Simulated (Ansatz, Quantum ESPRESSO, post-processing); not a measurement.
# Hf2COF MXene, 1 layer in an electric field, part 5 of 6

How does Hf2COF MXene, 1 layer respond to a gate-like field without added charge?

Quantum ESPRESSO 7.5; plane-wave DFT, PBE, GBRV ultrasoft pseudopotentials; geometry and cross-check by Ansatz 0.2.0 with PAW datasets.

So far. Step 11 (Ground state: field 0.4 V/Å): The dipole goes from -0.0912 to 0.0223 e Å, 0.2839 e Å per V/Å. Step 12 (Electrostatic potential): The slope in the vacuum is 0.400 eV/Å for an applied 0.40 V/Å, as it should be.

### 13. Bands along a path: field 0.4 V/Å

The input, f3.bands.in:

```
&control
  prefix = 'f3.bands'
  outdir = './out'
  pseudo_dir = './pseudo'
  calculation = 'bands'
  tefield = .true.
  dipfield = .true.
/
&system
  ibrav = 0
  nat = 5
  ntyp = 4
  ecutwfc = 40
  ecutrho = 200
  occupations = 'smearing'
  smearing = 'fd'
  degauss = 0.004
  edir = 3
  emaxpos = 0.97
  eopreg = 0.04
  eamp = 0.00777876
  nbnd = 26
/
&electrons
  conv_thr = 1e-07
  mixing_beta = 0.4
  electron_maxstep = 120
  mixing_mode = 'local-TF'
/
ATOMIC_SPECIES
  F   18.9984  f_pbe_v1.4.uspp.F.UPF
  Hf  178.4900  hf_pbe_v1.uspp.F.UPF
  C   12.0110  c_pbe_v1.2.uspp.F.UPF
  O   15.9990  o_pbe_v1.2.uspp.F.UPF
CELL_PARAMETERS angstrom
  3.26124157920203 -0.00000000000000 -0.00000000000000
  -1.63062078960102 2.82431805546704 -0.00000000000000
  -0.00000000000000 -0.00000000000000 21.77181459960000
ATOMIC_POSITIONS crystal
  F   0.333333333333 0.666666666667 0.380451953493
  Hf  0.666666666667 0.333333333333 0.441791950104
  C   0.000000000000 0.000000000000 0.496993330134
  Hf  0.333333333333 0.666666666667 0.561804036658
  O   0.666666666667 0.333333333333 0.606479370412
K_POINTS crystal_b
4
  0.0000000000 0.0000000000 0.0000000000 14
  0.5000000000 0.0000000000 0.0000000000 14
  0.3333333333 0.3333333333 0.0000000000 14
  0.0000000000 0.0000000000 0.0000000000 1
```

Run with:

```sh
cp -r out/f3.save out/f3.bands.save
cp out/f3.xml out/f3.bands.xml
OMP_NUM_THREADS=1 mpirun -n 4 pw.x -nk 4 -in f3.bands.in > f3.bands.out
```

Numbers of over 12 decimals in the logs are rounded to 6 here.

What it wrote:

```text
[banner, memory and clock lines left out]
Program PWSCF v.7.5 starts
[citation notice left out]

[...]
bravais-lattice index     =            0
     lattice parameter (alat)  =       6.1629  a.u.
     unit-cell volume          =    1353.2804 (a.u.)^3
     number of atoms/cell      =            5
     number of atomic types    =            4
     number of electrons       =        41.00
     number of Kohn-Sham states=           26
     kinetic-energy cutoff     =      40.0000  Ry
     charge density cutoff     =     200.0000  Ry
     Exchange-correlation= SLA  PW   PBE  PBE
                           (   1   4   3   4   0   0   0)

[...]
PseudoPot. # 1 for F  read from file:
     ./pseudo/f_pbe_v1.4.uspp.F.UPF
     Pseudo is Ultrasoft, Zval =  7.0
     Generated by new atomic code, or converted to UPF format
     Using radial grid of  799 points,  4 beta functions with:
                l(1) =   0
                l(2) =   0
                l(3) =   1
                l(4) =   1
     Q(r) pseudized with  8 coefficients,  rinner =    0.950   0.950   0.950

     PseudoPot. # 2 for Hf read from file:
     ./pseudo/hf_pbe_v1.uspp.F.UPF
     Pseudo is Ultrasoft + core correction, Zval = 12.0
     Generated by new atomic code, or converted to UPF format
     Using radial grid of  921 points,  8 beta functions with:
                l(1) =   0
                l(2) =   0
                l(3) =   0
                l(4) =   1
                l(5) =   1
                l(6) =   2
                l(7) =   2
                l(8) =   3
     Q(r) pseudized with  6 coefficients,  rinner =    1.200   1.200   1.200
                                                       1.200   1.200   1.200
                                                       1.200

     PseudoPot. # 3 for C  read from file:
     ./pseudo/c_pbe_v1.2.uspp.F.UPF
     Pseudo is Ultrasoft + core correction, Zval =  4.0
     Generated by new atomic code, or converted to UPF format
     Using radial grid of  721 points,  4 beta functions with:
                l(1) =   0
                l(2) =   0
                l(3) =   1
                l(4) =   1
     Q(r) pseudized with  8 coefficients,  rinner =    1.100   1.100   1.100

     PseudoPot. # 4 for O  read from file:
     ./pseudo/o_pbe_v1.2.uspp.F.UPF
     Pseudo is Ultrasoft + core correction, Zval =  6.0
     Generated by new atomic code, or converted to UPF format
     Using radial grid of  737 points,  5 beta functions with:
                l(1) =   0
                l(2) =   0
                l(3) =   1
                l(4) =   1
                l(5) =   2
     Q(r) pseudized with  8 coefficients,  rinner =    0.900   0.900   0.900
                                                       0.900   0.900

     atomic species   valence    mass     pseudopotential
     F                 7.00    18.99840     F ( 1.00)
     Hf               12.00   178.49000     Hf( 1.00)
     C                 4.00    12.01100     C ( 1.00)
     O                 6.00    15.99900     O ( 1.00)

     No symmetry found

[...]
number of k points=    43  Fermi-Dirac smearing, width (Ry)=  0.0040
[...]
Dense  grid:    64601 G-vectors     FFT dimensions: (  27,  27, 192)

     Smooth grid:    46413 G-vectors     FFT dimensions: (  25,  25, 180)

     Check: negative core charge=   -0.000017

     The potential is recalculated from file :
     ./out/f3.bands.save/charge-density

     negative rho (up, down):  2.194E-01 0.000E+00

     Adding external electric field

     Computed dipole along edir(3) :
        Dipole                0.0422 Ry au,          0.1073 Debye
        Dipole field          0.0004 Ry au,

        E field amplitude [Ha a.u.]:  7.7788E-03
        Potential amp.        0.5835 Ry
        Total length         39.4971 bohr

     Starting wfcs are   38 randomized atomic wfcs

     Band Structure Calculation
     Davidson diagonalization with overlap

     ethr =  2.44E-10,  avg # of iterations = 42.5

     End of band structure calculation

          k = 0.0000 0.0000 0.0000 (  5831 PWs)   bands (ev):

   -61.3193 -60.8217 -30.2835 -29.8099 -29.8099 -29.5915 -29.2803 -29.2803
   -24.6999 -17.2882 -10.3018  -6.6698  -6.2507  -6.2507  -4.2707  -3.6081
    -3.6081  -1.8354  -0.7715  -0.7715   1.9253   2.4337   2.5349   2.5349
     3.0258   3.9808

          k = 0.0357 0.0206 0.0000 (  5801 PWs)   bands (ev):

   -61.3189 -60.8213 -30.2809 -29.8196 -29.8115 -29.5894 -29.2885 -29.2819
   -24.6979 -17.2803 -10.2918  -6.6700  -6.2572  -6.2506  -4.2575  -3.6183
    -3.5973  -1.8130  -0.8352  -0.7838   1.9478   2.3426   2.5549   2.6326
     3.0100   3.9898

[...]
```

Wall time 23 s (4 MPI ranks of Arm Neoverse V1, shared host); peak memory 0.37 GiB; 93 s of CPU time.

Band numbers count within the set of bands kept for display. The electronic bands at the labelled points (eV, zero at the Fermi level; # counts the bands kept):

| point | #5 | #6 | #7 | #8 | #9 | #10 | #11 | #12 |
| --- | --- | --- | --- | --- | --- | --- | --- | --- |
| Γ | -5.23 | -3.46 | -2.39 | -2.39 | 0.30 | 0.81 | 0.91 | 0.91 |
| M | -4.52 | -4.07 | -3.69 | -2.73 | -0.70 | 2.42 | 3.26 | 3.97 |
| K | -4.90 | -3.96 | -3.68 | -3.41 | 0.92 | 1.70 | 2.04 | 3.38 |
| Γ | -5.23 | -3.46 | -2.39 | -2.39 | 0.30 | 0.81 | 0.91 | 0.91 |

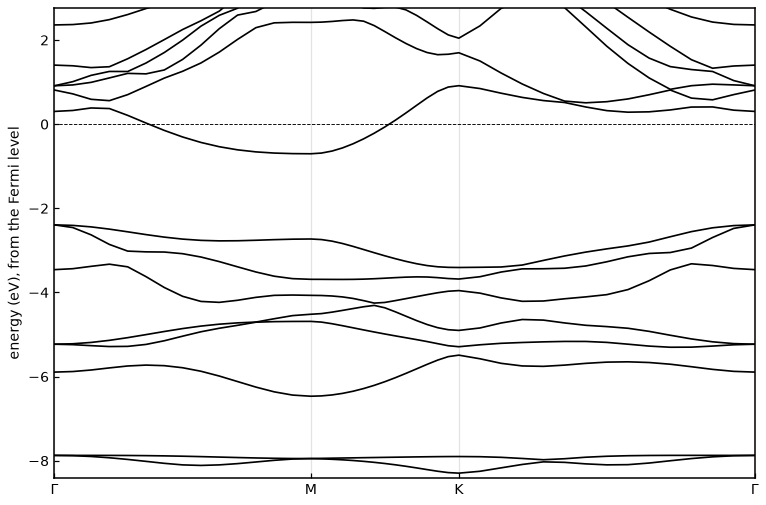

Electronic bands along the path.

Upper empty bands that drop with the field can be states of the vacuum, held by the sawtooth; they depend on the cell's width.

### 14. Valence density

The density shows how far the electrons spill into the vacuum.

The input, f0.rho.in:

```
&inputpp
  prefix = 'f0'
  outdir = './out'
  filplot = 'f0.rho.dat'
  plot_num = 0
/
```

Run with:

```sh
OMP_NUM_THREADS=1 mpirun -n 4 pp.x -in f0.rho.in > f0.rho.out
```

What it wrote:

```text
[banner, memory and clock lines left out]
Program POST-PROC v.7.5 starts

          URL

     ./out/f0.save/

     IMPORTANT: XC functional enforced from input :
     Exchange-correlation= PBE
                           (   1   4   3   4   0   0   0)
     Any further DFT definition will be discarded
     Please, verify this is what you really want

     Check: negative core charge=   -0.000017

     negative rho (up, down):  2.194E-01 0.000E+00

     Adding external electric field

     Computed dipole along edir(3) :
        Dipole               -0.1724 Ry au,         -0.4382 Debye
        Dipole field         -0.0016 Ry au,

        Potential amp.        0.1265 Ry
        Total length         39.4971 bohr

     Calling punch_plot, plot_num =   0
     Writing data to file  f0.rho.dat
     Message from routine chdens:
     namelist plot not found or invalid, exiting
```

Wall time 1.2 s (4 MPI ranks); peak memory 0.14 GiB; 4.4 s of CPU time.

This step gave:

* electrons by integration: 41.00 e

The valence density, planar mean oscillates, so the rows of the table below give means over windows of 2 Å about each position, cut where the curve ends. Its maxima inside the range that stand out by 2 % of the span (Å: e/Å³): 8.3: 1.00, 9.4: 0.900, 9.9: 0.951, 12.0: 0.912, 12.6: 1.01. Its minima: 8.8: 0.466, 9.6: 0.863, 11.3: 0.437, 12.2: 0.870.

Mean over planes. Table of valence density, planar mean by z; means over each step:

| z (Å) | valence density, planar mean (e/Å³) |
| --- | --- |
| 4 | 1.8e-6 |
| 6 | 0.00151 |
| 8 | 0.453 |
| 10 | 0.723 |
| 12 | 0.759 |
| 14 | 0.289 |
| 16 | 4.6e-4 |
| 18 | 0 |

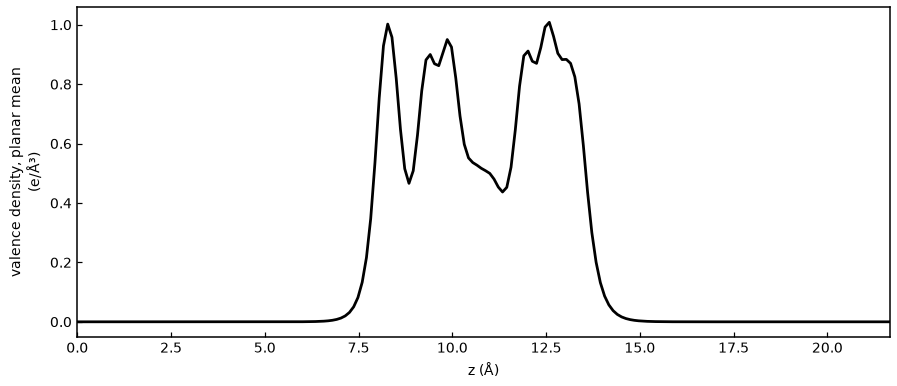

Valence density, planar mean, plotted against z.

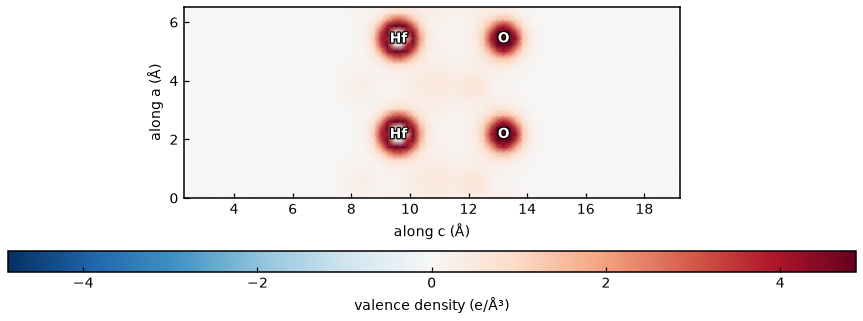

Valence density in the ca plane at fractional y = 0.333, with atoms of Hf and O within 0.2 Å of it. It is the smooth field of the valence electrons, not physical close to the nuclei. The far vacuum is left out of the map.

The density integrates to 41.000 electrons, as the 41 of the input ask.

### 15. Valence density

The input, f2.rho.in:

```
&inputpp
  prefix = 'f2'
  outdir = './out'
  filplot = 'f2.rho.dat'
  plot_num = 0
/
```

Run with:

```sh
OMP_NUM_THREADS=1 mpirun -n 4 pp.x -in f2.rho.in > f2.rho.out
```

The job ended after 1.2 s (4 MPI ranks; peak memory 0.14 GiB).

### 16. Charge moved by a field of 0.2 V/Å

This step gave:

* largest charge moved across a plane: 0.001118 e/Å²
* dipole step: -1.109 eV

The planar mean oscillates, so the rows of the table below give means over windows of 1 Å about each position, cut where the curve ends. Its maxima inside the range that stand out by 2 % of the span (Å: e/Å³): 7.7: 6.2e-4, 8.4: 4.8e-4, 9.5: 2.6e-4, 12.4: 2.6e-5, 13.3: -3.1e-4. Its minima: 8.2: 2.6e-4, 9.1: 1.4e-4, 11.5: -1.8e-4, 13.0: -4.0e-4, 13.8: -7.2e-4.

Table of planar mean by z; means over each step:

| z (Å) | planar mean (e/Å³) |
| --- | --- |
| 2 | 2.2e-8 |
| 3 | 9.0e-8 |
| 4 | 4.5e-7 |
| 5 | 3.2e-6 |
| 6 | 3.1e-5 |
| 7 | 2.6e-4 |
| 8 | 4.6e-4 |
| 9 | 2.1e-4 |
| 10 | 1.4e-4 |
| 11 | -5.6e-5 |
| 12 | -4.9e-5 |
| 13 | -2.7e-4 |
| 14 | -5.7e-4 |
| 15 | -1.5e-4 |
| 16 | -1.5e-5 |
| 17 | -1.3e-6 |
| 18 | -1.1e-7 |
| 19 | -8.9e-9 |

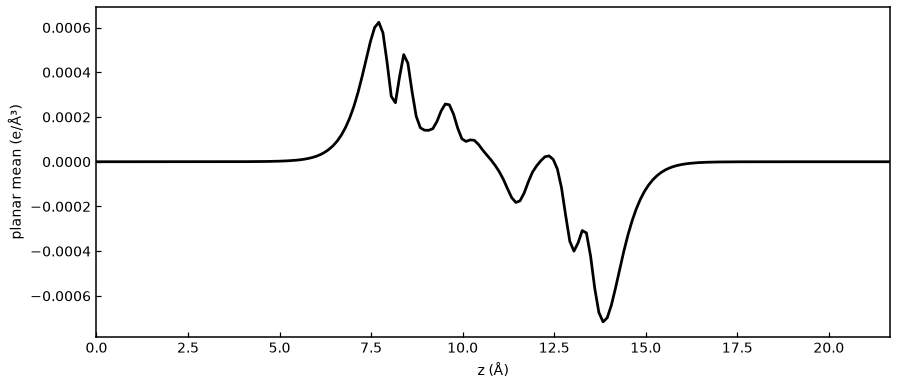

Planar mean against z.

The running integral, electrons below z by z:

| z (Å) | running integral, electrons below z (e/Å²) |
| --- | --- |
| 3 | 6.4e-8 |
| 4 | 2.7e-7 |
| 5 | 1.5e-6 |
| 6 | 1.2e-5 |
| 7 | 1.2e-4 |
| 8 | 5.9e-4 |
| 9 | 8.8e-4 |
| 10 | 0.00107 |
| 11 | 0.00111 |
| 12 | 1.0e-3 |
| 13 | 8.9e-4 |
| 14 | 3.8e-4 |
| 15 | 4.7e-5 |
| 16 | 4.1e-6 |
| 17 | 3.4e-7 |
| 18 | 2.9e-8 |

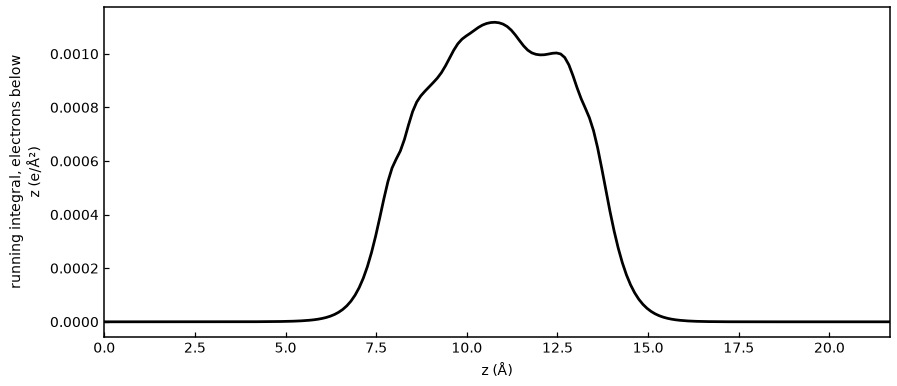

Running integral, electrons below z, plotted against z.

### 17. Polarisability from the dipole between 0 and 0.1 V/A

This step gave:

- change of slope in the vacuum: 0.10000 eV/Å
- polarisability a cell: 4.062 Å³
- sheet polarisability 4πα/A: 5.542 Å

Table of change of the potential energy, second field less first by z:

| z (Å) | change of the potential energy, second field less first (eV) |
| --- | --- |
| 0 | -0.408 |
| 1 | -0.714 |
| 2 | -0.614 |
| 3 | -0.514 |
| 4 | -0.414 |
| 5 | -0.314 |
| 6 | -0.214 |
| 7 | -0.118 |
| 8 | -0.0464 |
| 9 | -0.0134 |
| 10 | -6.8e-4 |
| 11 | -1.1e-4 |
| 12 | 0.00454 |
| 13 | 0.0151 |
| 14 | 0.0513 |
| 15 | 0.134 |
| 16 | 0.232 |
| 17 | 0.332 |
| 18 | 0.432 |
| 19 | 0.532 |
| 20 | 0.632 |
| 21 | 0.732 |

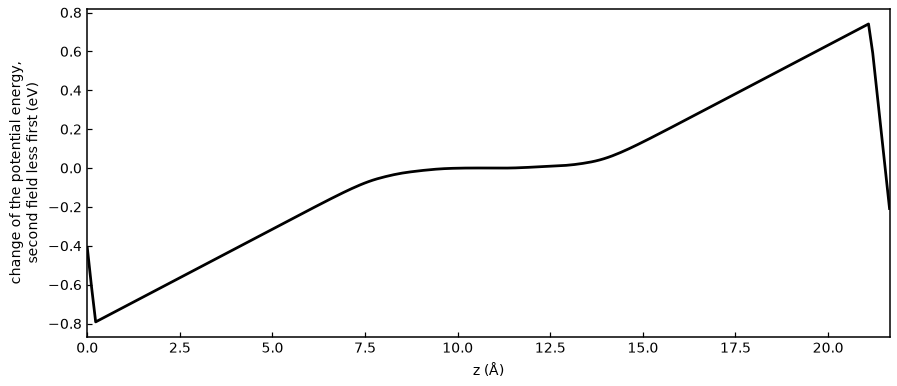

Change of the potential energy, second field less first against z.

### 18. Dipole against field

Dipole along the normal, dipole moment against applied field:

| applied field (V/Å) | dipole along the normal, dipole moment (e·Å) |
| --- | --- |
| 0.000 | -0.0912 |
| 0.100 | -0.0630 |
| 0.200 | -0.0348 |
| 0.400 | 0.0223 |

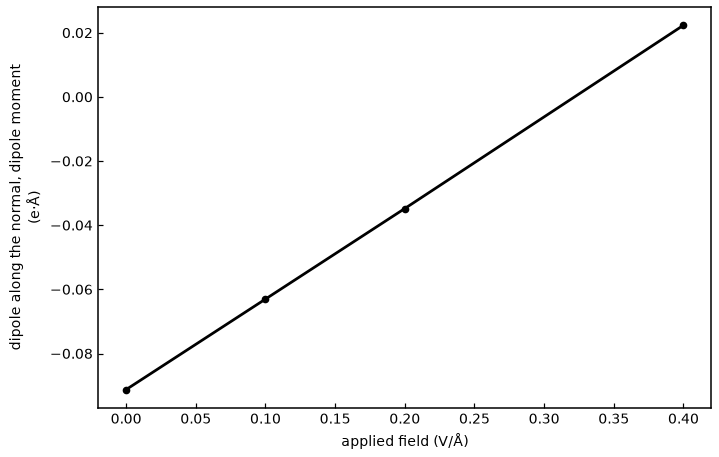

Dipole along the normal, dipole moment, plotted against applied field.

### 19. The same in Ansatz: field 0.1 V/Å

As a check, the same structure is run in Ansatz.

Level of this step: plane-wave DFT, PBE, Ansatz PAW (Ansatz 0.2.0).

The input, input.yaml:

```yaml
crystal:
  lattice:
    - [3.2612415792, 0.0, 0.0]
    - [-1.6306207896, 2.8243180555, 0.0]
    - [0.0, 0.0, 21.7718145996]
  atoms:
    - { symbol: F, position: [0.3333333333, 0.6666666667, 0.3804519535] }
    - { symbol: Hf, position: [0.6666666667, 0.3333333333, 0.4417919501] }
    - { symbol: C, position: [0.0, 0.0, 0.4969933301] }
    - { symbol: Hf, position: [0.3333333333, 0.6666666667, 0.5618040367] }
    - { symbol: O, position: [0.6666666667, 0.3333333333, 0.6064793704] }
kpoints:
  mp_grid: { grid: [12, 12, 1] }
hamiltonian:
  xc: pbe
scf:
  occupations: { method: fermi_dirac, width: 0.054 }
  convergence: { dr2_threshold: 1.0e-09 }
efield:
  axis: 3
  dipole_correction: true
  ramp_position: 0.97
  ramp_width: 0.04
  amplitude: 0.1
output:
  write_potential: true
  write_density: true
  volumetric_format: npy
```

Run with:

```sh
ansatz run input.yaml --threads 4 --pin off --max-ram 8192MiB --backend cpu --events-out ev --progress --plain --runs-dir out
```

What it wrote:

```text
[...]
Crystal: 5 atoms, lattice volume = 200.535 Å³
Basis set: ecut = 420 eV, 3985 PW (Γ)
Bands: 42, of which v1, the nominal top of the filled ones, is band 35 counted from 1 (34 counted from 0)
Symmetry: 6 space group operations
[...]
k-points: 19 of 144 (time reversal used)
[...]
SCF iter   1: F=—  HF=-33080.862267 eV  |F-HF|=—  |Δ(HF+E_count)|=         —  Δρ=8.62e-2  dr2=2.32e1  ethr=3.10e-3  p=0.033 e·Å  D=3.02e-2 V/Å  ΔV_dip=-0.66 eV  dr2_dipole=6.35e-1  V_vac-E_F(+/−)=7.70/6.38 eV  ⟨swp⟩=8.2  Hψ=3349  notcnv=0
[...]
SCF iter  15: F=-33075.052348 eV  HF=-33075.052348 eV  |F-HF|=2.76e-10  |Δ(HF+E_count)|=  8.73e-10  Δρ=4.11e-7  dr2=2.53e-10  ethr=1.45e-12  p=-0.062 e·Å  D=-5.59e-2 V/Å  ΔV_dip=1.22 eV  dr2_dipole=3.41e-13  V_vac-E_F(+/−)=5.75/2.56 eV  ⟨swp⟩=15.3  Hψ=3847  notcnv=0
SCF 1 converged in 15 iterations: F = -33075.052348 eV  dr2 = 2.53e-10
[...]
SCF converged after 15 iterations
Free energy (F): -33075.052348 eV
[...]
Internal energy: -33075.035058 eV  (E = F + TS)
E sigma→0 (E₀):  -33075.043703 eV
Entropy (-TS):   -0.017289 eV (-3.458 meV/atom)
Fermi energy:    2.738335 eV
Dipole field:    D = -0.055936 V/Å  (p = -0.061990 e·Å, saw-weighted, corrected)
Work function:   not extracted (applied field tilts the vacuum); planar V_es + V_field profile in the machine report
[...]
--- Band table (eV; the first three rows and the last of 19) ---
  k-point 0: bands = [... 31 lower, -0.7084, 0.3704, 0.3704, 3.6328, 3.6328, 3.6599, 4.3377, 5.7395, ... 3 higher]
  k-point 1: bands = [... 31 lower, -0.6143, 0.0618, 0.3032, 3.2664, 3.7456, 3.9837, 4.2975, 5.7201, ... 3 higher]
  k-point 2: bands = [... 31 lower, -0.7911, -0.2828, 0.1503, 2.8323, 3.9525, 4.1060, 4.6525, 5.7708, ... 3 higher]
  k-point 18: bands = [... 31 lower, -1.2540, -0.9457, -0.7134, 3.6641, 4.4398, 4.7963, 6.0950, 6.1649, ... 3 higher]
```

Elapsed: 7.8 s, on 4 threads; peak memory 0.58 GiB.

Numbers from this step:

- free energy: -33075.0523 eV
- energy at zero smearing: -33075.0437 eV
- smearing term TS: 0.01729 eV
- Fermi energy: 2.738 eV
- dipole along the normal: -0.06199 e·Å

At 0.1 V/Å Ansatz's dipole is -0.0620 e Å against -0.0630 from pw.x.

### 20. Cross-check with Ansatz: field -0.1 V/Å

input.yaml, as its differences from the input of step 19:

```diff
@@ -23,3 +23,3 @@
   ramp_width: 0.04
-  amplitude: 0.1
+  amplitude: -0.1
 output:
```

What it wrote:

```text
[...]
Crystal: 5 atoms, lattice volume = 200.535 Å³
Basis set: ecut = 420 eV, 3985 PW (Γ)
Bands: 42, of which v1, the nominal top of the filled ones, is band 35 counted from 1 (34 counted from 0)
Symmetry: 6 space group operations
[...]
k-points: 19 of 144 (time reversal used)
[...]
k-point 0: bands = [... 31 lower, -0.7622, 0.3344, 0.3344, 3.5973, 3.5973, 3.6762, 4.3937, 5.7408, ... 3 higher]
  k-point 1: bands = [... 31 lower, -0.6670, 0.0252, 0.2664, 3.2450, 3.7110, 3.9507, 4.3824, 5.7685, ... 3 higher]
  k-point 2: bands = [... 31 lower, -0.8307, -0.3324, 0.1124, 2.8015, 3.9328, 4.0732, 4.7189, 5.7589, ... 3 higher]
  k-point 18: bands = [... 31 lower, -1.3131, -0.9821, -0.7814, 3.6389, 4.4104, 4.7741, 6.0517, 6.1053, ... 3 higher]
[key lines of the parts left out:]
SCF converged after 14 iterations
Free energy (F): -33075.070383 eV
Fermi energy:    2.703936 eV
Dipole field:    D = -0.106795 V/Å  (p = -0.118353 e·Å, saw-weighted, corrected)
```

Run time: 7.6 s. Hardware: 4 threads; peak memory 0.58 GiB.

Numbers from this step:

| Quantity | Value |
| --- | --- |
| free energy | -33075.0704 eV |
| energy at zero smearing | -33075.0618 eV |
| smearing term TS | 0.01711 eV |
| Fermi energy | 2.704 eV |
| dipole along the normal | -0.1184 e·Å |

### 21. Dipole against field, Ansatz

The dipole along the normal, dipole moment by applied field:

| applied field (V/Å) | dipole along the normal, dipole moment (e·Å) |
| --- | --- |
| -0.1000 | -0.118 |
| 0.0000 | -0.0902 |
| 0.1000 | -0.0620 |

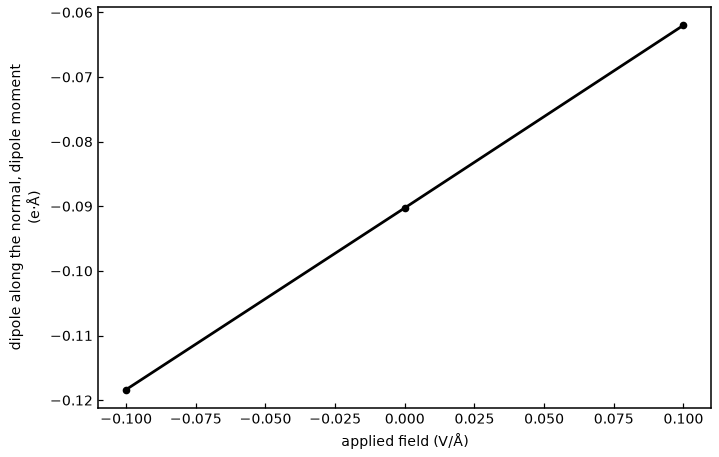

Dipole along the normal, dipole moment against applied field.

(Part 5 of 6 ends here.)

[Logs are printed without paths, hosts, clocks, repeated set-up lines and the standing remarks that a program may print on its own settings, such as how far it seeks lower states.]

[Hosts, paths, dates, database ids (printed as entryN), source tags and the programs' standing remarks are cut or masked in the printed files.]

[Maps of the electrostatic potential energy from Ansatz leave out the sawtooth potential of an applied field or a dipole correction, so their vacuum need not be flat; planar profiles and work functions include it.]
